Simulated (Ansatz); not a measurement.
```
atom    x (Å)    y (Å)    z (Å)
   C   0.1019  -2.6531  -0.6715
  Cl  -0.0621   0.4907  -1.9701
   F   1.4166  -2.6872  -0.6506
  Te  -0.9375  -0.9526  -0.2387
   H  -0.3711  -3.6035  -0.9468
```

Geometry: PBE0-D3(BJ)/def2-SVP; core potentials replace the inner electrons of Te.

Theory: Ansatz, isolated molecule in a Gaussian basis; Kohn-Sham density functional theory, functional PBE0.

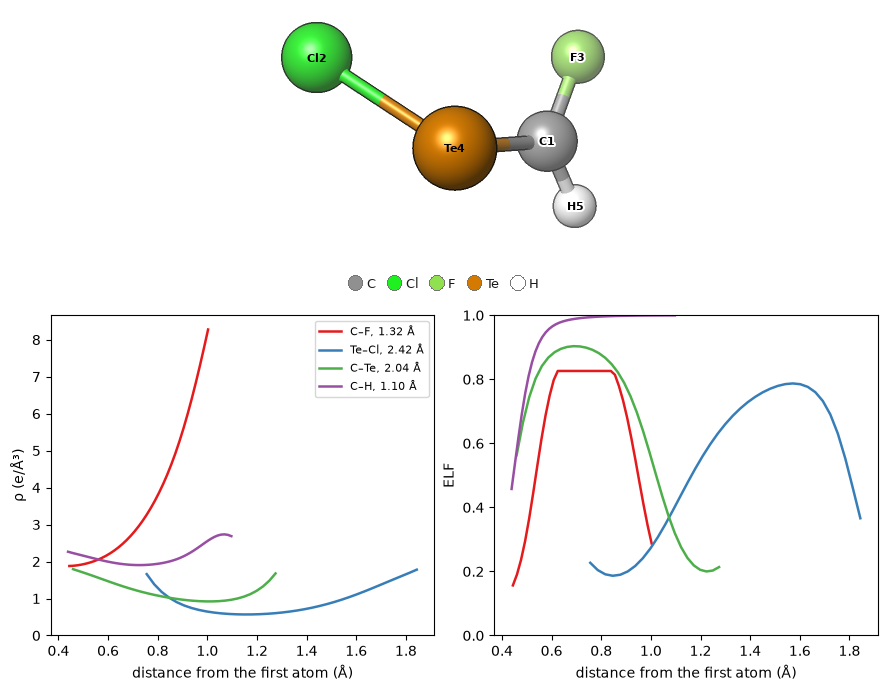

CHClFTe (SMILES F[CH][Te]Cl) (doublet). Electron density and electron localisation function along straight lines between neighbouring atoms. The curves leave out the atomic cores. The structure is drawn too.

Q: Compare the contacts.

A: C–F (1.32 Å): ρ is about 2.5 e/Å³ halfway; the ELF peaks at about 0.85 between the atoms (a polar covalent bond).
Te–Cl (2.42 Å): the density is about 0.58 e/Å³ at the midpoint; the ELF peaks at about 0.80 in the valence shell of Cl, 0.8 Å from its nucleus, and drops to about 0.20 between the two atoms.
C–Te (2.04 Å): ρ at the midpoint is about 0.92 e/Å³; the ELF peaks at about 0.90 between the atoms: a covalent bond.
C–H (1.10 Å): ρ is about 2.1 e/Å³ halfway; the ELF climbs to about 1 towards the hydrogen, as it does in any bond to H: an ordinary covalent bond to hydrogen.
